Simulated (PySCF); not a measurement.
# One shape, several levels: SiH2SF (SMILES F[SiH]S)

Wanted: a comparison of 6 runs (U-r2SCAN/STO-3G, U-wB97X-V/STO-3G, UB3LYP/STO-3G, UMP2/STO-3G, UCCSD(T)/STO-3G, FCI/STO-3G) of SiH2SF. The job is set up through a Python script.

The results are computed with PySCF 2.14.0.

2 further runs of the same task are left out: 2 set aside as unsound or not needed.

### 1 The molecule

The species is SiH2SF (5 atoms), meant as a doublet with charge 0. As SMILES, `F[SiH]S`. The Si2–H4 distance was set to 1.787 Å, away from the relaxed value.

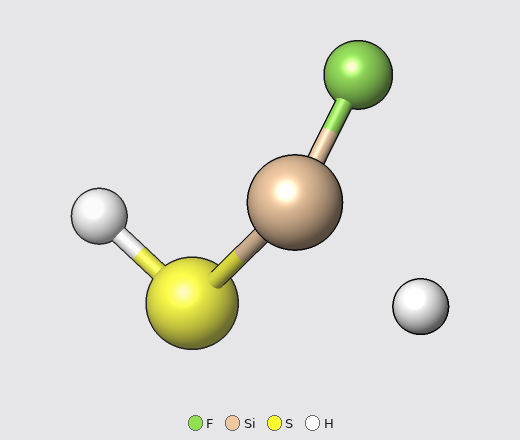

The structure, seen from a chosen angle (fluorine green, silicon light orange, sulfur yellow, hydrogen white).

### 2 A single-point energy at U-r2SCAN/STO-3G (run 1)

File job.py:

```python
from pyscf import gto, dft

mol = gto.M(
    atom='''
F     -1.243820    -0.277539     1.296614
Si    -0.630920     0.081661    -0.140886
S      1.399180     0.688161    -0.029386
H     -0.621800    -1.416500    -1.115500
H      1.141180     1.849161     0.597414
''',
    max_memory=1860,
    charge=0,
    spin=1,
    verbose=3,
    basis='sto-3g',
)

myscf = dft.UKS(mol)
myscf.xc = 'r2scan'
myscf.grids.level = 5
myscf.conv_tol = 1e-10
myscf.kernel()
if not myscf.converged:
    myscf = myscf.newton().run(myscf.mo_coeff, myscf.mo_occ)

energy = myscf.e_tot
print('Final energy', energy)
```

Launch:

```console
$ OMP_NUM_THREADS=1 python job.py
```

Standard output:

```text
WARN: HOMO -0.162075343342619 >= LUMO -0.16207534334262

converged SCF energy = -779.391569709525  <S^2> = 0.75180237  2S+1 = 2.0018016
Final energy -779.3915697095254
```

Run time: 14 s. Hardware: 1 thread of Arm Neoverse V1, shared host; peak memory 0.23 GiB.

### 3 A single-point energy at U-wB97X-V/STO-3G (run 2)

File calc.py:

```python
from pyscf import gto, dft

system = gto.Mole()
system.atom = '''
F       -1.243820      -0.277539       1.296614
Si      -0.630920       0.081661      -0.140886
S        1.399180       0.688161      -0.029386
H       -0.621800      -1.416500      -1.115500
H        1.141180       1.849161       0.597414
'''
system.verbose = 4
system.spin = 1
system.max_memory = 1860
system.basis = 'sto-3g'
system.charge = 0
system.build()

mf = dft.UKS(system, xc='wb97x-v')
mf.conv_tol = 1e-10
mf.nlcgrids.level = 1
mf.grids.level = 5
mf.kernel()
if not mf.converged:
    mf = mf.newton().run(mf.mo_coeff, mf.mo_occ)

etot = mf.e_tot
print('Final energy', etot)
```

Launch:

```console
$ OMP_NUM_THREADS=1 python calc.py
```

Standard output:

```text
PySCF version 2.14.0

[... 114 lines left out ...]
converged SCF energy = -779.325462436842  <S^2> = 0.75342562  2S+1 = 2.0034227
Final energy -779.3254624368419
```

Run time: 34 s. Hardware: 1 thread of Arm Neoverse V1, shared host; peak memory 0.23 GiB.

Runs 3 to 5 aren't shown in full; the table further down has their settings and results.

### 4 The energy at FCI/STO-3G (run 6)

File input.py:

```python
from pyscf import gto, scf, mcscf

mol = gto.M(
    atom='''
F       -1.243820      -0.277539       1.296614
Si      -0.630920       0.081661      -0.140886
S        1.399180       0.688161      -0.029386
H       -0.621800      -1.416500      -1.115500
H        1.141180       1.849161       0.597414
''',
    verbose=3,
    spin=1,
    max_memory=1860,
    basis='sto-3g',
)

mf = scf.ROHF(mol)
mf.conv_tol = 1e-10
mf.kernel()
if not mf.converged:
    mf = mf.newton().run(mf.mo_coeff, mf.mo_occ)

cas = mcscf.CASCI(mf, mf.mo_coeff.shape[-1] - 11, (mol.nelec[0] - 11, mol.nelec[1] - 11))  # full CI above the frozen core
cas.fix_spin_(ss=0.75)
cas.kernel()
e_final = cas.e_tot
print(f'total energy: {e_final:.8f} hartree')
```

Launch:

```console
$ OMP_NUM_THREADS=1 python input.py
```

Standard output:

```text
converged SCF energy = -777.918387739807
CASCI E = -778.026939578510  E(CI) = -68.3353549806810  S^2 = 0.7500000
total energy: -778.02693958 hartree
```

It took 89 s on 1 thread of Arm Neoverse V1, shared host; peak memory 0.55 GiB.

### 5 The series

```csv
run,level,nlc grid,integration grid,energy (Eh),dipole moment (D) of the reference,HOMO energy (eV),LUMO energy (eV),wall time
1,U-r2SCAN/STO-3G,–,5,-779.391570,1.34,-1.49,0.20,14 s
2,U-wB97X-V/STO-3G,1,5,-779.325462,1.37,-4.86,3.03,34 s
3,UB3LYP/STO-3G,–,5,-779.445008,1.28,-2.29,0.61,13 s
4,UMP2/STO-3G,–,–,-777.993635,1.64,-6.03,5.09,0.85 s
5,UCCSD(T)/STO-3G,–,–,-778.025950,1.64,-6.03,5.09,0.91 s
6,FCI/STO-3G,–,–,-778.026940,1.68,–,–,89 s
```

### 6 Results

| quantity | value |
| --- | --- |
| run 6: total energy | -778.02694 Eh |
| run 6: dipole moment (Hartree–Fock density) | 1.68 D |
| run 6: correlation energy (11 core orbitals frozen) | -108.6 mEh |

What this shows: Against full CI in this basis: UMP2 +33.3 mEh; UCCSD(T) +1.0 mEh. Over runs 1, 2, 3 the dipole moment (its size) runs from 1.28 D (UB3LYP/STO-3G) to 1.37 D (U-wB97X-V/STO-3G). Totals of different functionals can't be ranked against each other. In runs 1, 2, 3, 4, 5, 6 the basis is minimal, so the values are rough. All runs together took 2.5 min, the longest 89 s.
